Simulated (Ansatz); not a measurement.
**SnH₂S₂: how energies converge with the basis set**

Aim: see how fast density functionals converge with the basis set for SnH₂S₂.

Computed with Ansatz 0.2.0, Gaussian basis. Level: one geometry, several basis sets.

Plan: PBE0-D4/def2-SVP; ωB97M-V/def2-SVP; PBE0-D4/def2-QZVPP; ωB97M-V/def2-QZVPP; the functionals' def2-TZVPP values are taken from earlier runs.

## 1. Structure used throughout

The geometry comes from an earlier relaxation with PBE0-D4 in a triple-zeta def2 set; it is a stationary point. Sn takes the def2 core potential; no spin-orbit term is included.

SMILES `[SH][Sn][SH]`, 5 atoms, charge 0, spin multiplicity 1.

Atoms are counted from 1 here; the program's logs count them from 0.

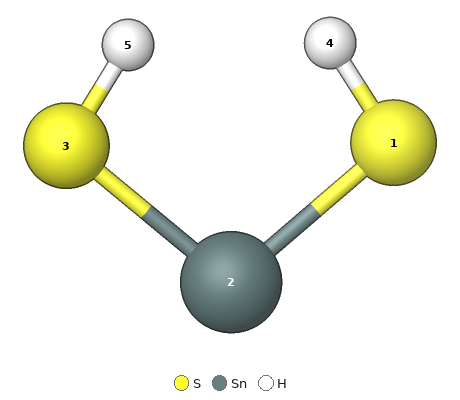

The structure; sulfur yellow, tin teal, hydrogen white; atoms are numbered from 1 in the order of the file.

## 2. PBE0-D4 in def2-SVP

Input file in.yaml:

```yaml
crystal:
  periodic: [false, false, false]
  atoms:
    - {symbol: S, position_ang: [-1.794160, -0.100301, -0.509668]}
    - {symbol: Sn, position_ang: [-0.205756, 1.679346, -0.003157]}
    - {symbol: S, position_ang: [1.778288, 0.351506, 0.494014]}
    - {symbol: H, position_ang: [-0.967938, -1.141551, -0.322531]}
    - {symbol: H, position_ang: [1.239364, -0.862499, 0.300041]}
basis:
  gaussian: {orbitals: def2-SVP}
hamiltonian: {xc: pbe0, dispersion: d4}
output: {orbitals: {seedname: orbitals}}
```

Command:

```bash
$ ansatz run in.yaml --threads 4 --pin off --events-out ev --progress --plain --max-ram 10444MiB
```

Further steps of the session: ωB97M-V in def2-SVP; PBE0-D4 in def2-QZVPP; ωB97M-V in def2-QZVPP.

**Question.** What will the summary of the whole plan be? Wanted: PBE0-D4: double and triple zeta above quadruple; ωB97M-V: double and triple zeta above quadruple.

As calculated:

```
                                       quantity          value
PBE0-D4: double and triple zeta above quadruple  8.52, 0.71 eV
ωB97M-V: double and triple zeta above quadruple  8.47, 0.68 eV
```

What this shows: For PBE0-D4 the step from double to triple zeta gains 7.81 eV and the next only 0.71 eV. Total energies overstate the basis error of differences, where much of it tends to cancel.
